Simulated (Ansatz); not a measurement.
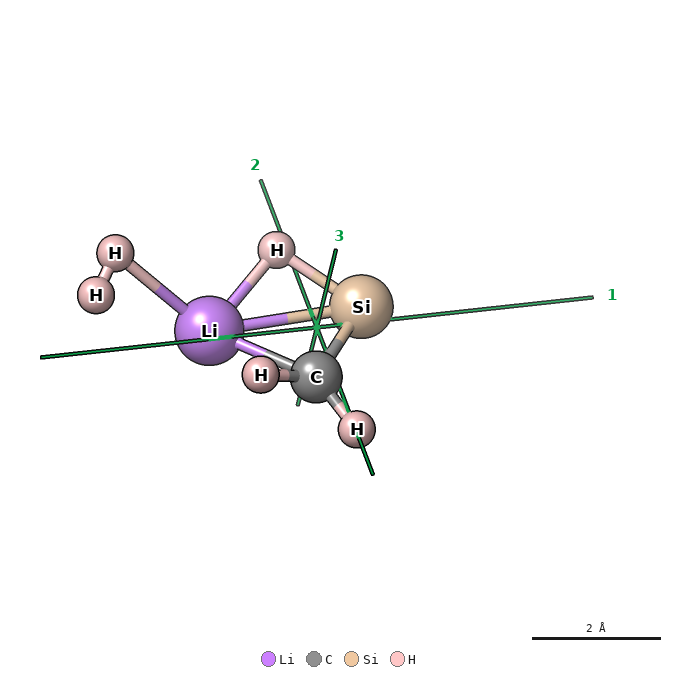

The three principal axes of inertia are drawn and numbered. Atoms fade into the background with distance from the viewer. Computed geometry: PBE0-D4/def2-TZVP optimisation. No frequency run is at hand to confirm it as a minimum. Masses are those of the most abundant isotopes; constants are for the rigid equilibrium geometry.

Question: Which line is the a axis (least moment of inertia), which b and which c?

Answer: a is line 1, b is line 2, c is line 3; the moments are 29.3, 63.2, 88.8 u Å².

Question: Classify the rotor and give the rotational constants (cm⁻¹).

Answer: An asymmetric top (C1): A = 0.575, B = 0.267, C = 0.190 cm⁻¹. Ray's parameter κ is −0.60, nearer the prolate limit.
